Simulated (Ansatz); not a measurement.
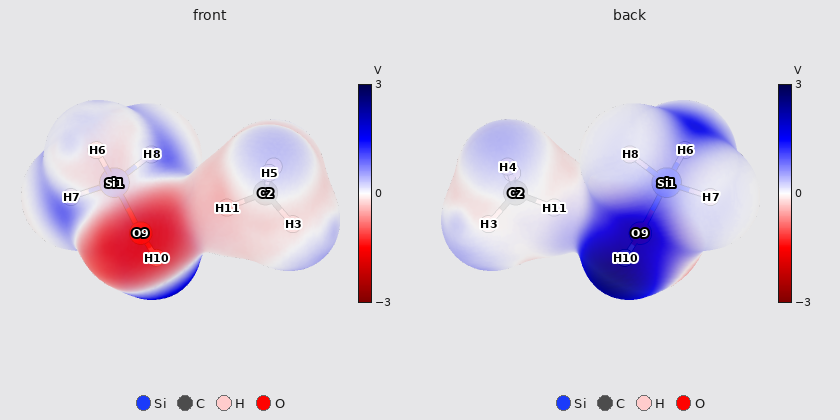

H$_{4}$OSi···CH$_{4}$. The electrostatic potential painted on the density surface at 0.002 e/bohr³, seen from the front and from behind; the colour scale runs from red (negative) to blue (positive).

These are results of RKS B3LYP-D4/def2-SVP in Ansatz, not measurements.

Input file:

```
crystal:
  periodic: [false, false, false]
  atoms:
    - { symbol: Si, position_ang: [-0.42288, 0.301919, -0.400556] }
    - { symbol: C, position_ang: [-0.12693, -0.247827, 2.628081] }
    - { symbol: H, position_ang: [-0.38083, -0.575615, 3.648765] }
    - { symbol: H, position_ang: [0.350082, -1.083002, 2.098138] }
    - { symbol: H, position_ang: [0.574282, 0.59596, 2.691651] }
    - { symbol: H, position_ang: [0.481663, 1.24108, 0.298606] }
    - { symbol: H, position_ang: [-0.35672, 0.592311, -1.868306] }
    - { symbol: H, position_ang: [0.009792, -1.113053, -0.221947] }
    - { symbol: O, position_ang: [-1.977, 0.581295, 0.167827] }
    - { symbol: H, position_ang: [-2.668767, -0.010576, -0.158731] }
    - { symbol: H, position_ang: [-1.047193, 0.069507, 2.108772] }
basis:
  gaussian: { orbitals: def2-SVP }
hamiltonian:
  xc: b3lyp
  dispersion: d4
relax:
  f_tol: 0.03
  max_steps: 50
output:
  orbitals: {}
```

Run with:

```sh
ansatz run input.yaml --threads 2 --pin off --max-ram 3072MiB --backend cpu --events-out ev --progress --plain --runs-dir out
```

The fields are those of the run's last geometry, not of the input's.

**Which sites attract a positive test charge, and which a negative one?**

A positive charge is drawn to the negative regions and a negative charge to the positive ones. The most negative region (about −1.4 V, or −32 kcal/mol for a unit charge) lies over O9, the most positive (about +2.6 V, or +60 kcal/mol for a unit charge) over H10. O9 is the likeliest acceptor of a hydrogen bond.
